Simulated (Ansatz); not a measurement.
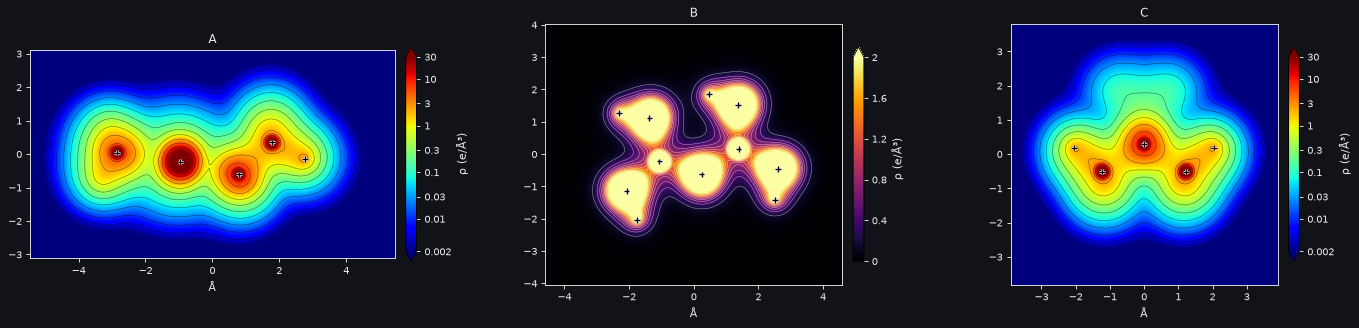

The electron density of 3 systems, each on a plane through atoms (crosses mark nuclei in the plane).

These are results of RKS PBE0-D4/def2-TZVPP (Ansatz 0.2.0), not measurements.

System 1: CH6CuNO (SMILES C[O][Cu-][NH3+]), the plane of atoms C1, O2 and Cu3. Geometry: PBE0-D4/def2-TZVP.

```yaml
atoms:
  - { symbol: C, position_ang: [-0.3733, 1.7591, -1.3583] }
  - { symbol: O, position_ang: [0.6656, 1.0645, -0.7645] }
  - { symbol: Cu, position_ang: [0.4381, -0.3516, 0.2960] }
  - { symbol: N, position_ang: [0.3384, -1.8834, 1.4516] }
  - { symbol: H, position_ang: [-0.9823, 1.1471, -2.0479] }
  - { symbol: H, position_ang: [-1.0778, 2.2111, -0.6370] }
  - { symbol: H, position_ang: [0.0308, 2.5908, -1.9582] }
  - { symbol: H, position_ang: [0.0948, -1.6196, 2.4012] }
  - { symbol: H, position_ang: [-0.3611, -2.5440, 1.1278] }
  - { symbol: H, position_ang: [1.2268, -2.3741, 1.4894] }
```

System 2: C3H9O (SMILES C[O+](C)C) (charge +1), the plane of atoms C3, O2 and C4. Geometry: PBE0-D4/def2-TZVP.

| atom | x (Å) | y (Å) | z (Å) |
| --- | --- | --- | --- |
| C | -0.4947 | 1.0155 | -0.8553 |
| O | -0.3507 | -0.0222 | 0.1676 |
| C | 0.5573 | 0.3422 | 1.2569 |
| C | -0.1156 | -1.3611 | -0.3763 |
| H | -1.2823 | 0.6805 | -1.5249 |
| H | -0.7904 | 1.9222 | -0.3346 |
| H | 0.4559 | 1.1375 | -1.3754 |
| H | 0.1987 | 1.2883 | 1.6531 |
| H | 1.5709 | 0.4249 | 0.8632 |
| H | 0.4755 | -0.4443 | 2.0021 |
| H | -0.9245 | -1.5559 | -1.0751 |
| H | -0.1586 | -2.0472 | 0.4652 |
| H | 0.8582 | -1.3804 | -0.8667 |

System 3: B2H4O5 (SMILES OB(O)OB(O)O), the molecular plane. Geometry: PBE0-D4/def2-TZVP.

```xyz
11

O    -1.8013    0.7665    0.5559
B    -1.2643   -0.4618    0.3740
O    -2.0527   -1.5479    0.5910
O     0.0545   -0.6775   -0.0242
B     1.0183    0.2485   -0.2967
O     0.7345    1.5857   -0.1897
O     2.2702   -0.1304   -0.6768
H    -1.1636    1.4672    0.3771
H    -1.5813   -2.3682    0.4357
H     1.4843    2.1451   -0.4043
H     2.3666   -1.0842   -0.7214
```

> Which map belongs to which system?

Panel A is system 1, CH6CuNO: the plane holds C, O, Cu, N and H. C–O (1.38 Å): the density is about 2.2 e/Å³ at the midpoint, with its minimum of 1.9 e/Å³ about 0.5 Å from C. Panel B is system 3, B2H4O5: the plane holds O, B and H. B–O (1.35 Å): the density is about 2.2 e/Å³ at the midpoint. Panel C is system 2, C3H9O: the plane holds O, C and H. C–O (1.46 Å): the density is about 1.8 e/Å³ at the midpoint, with its minimum of 1.5 e/Å³ about 0.5 Å from C.
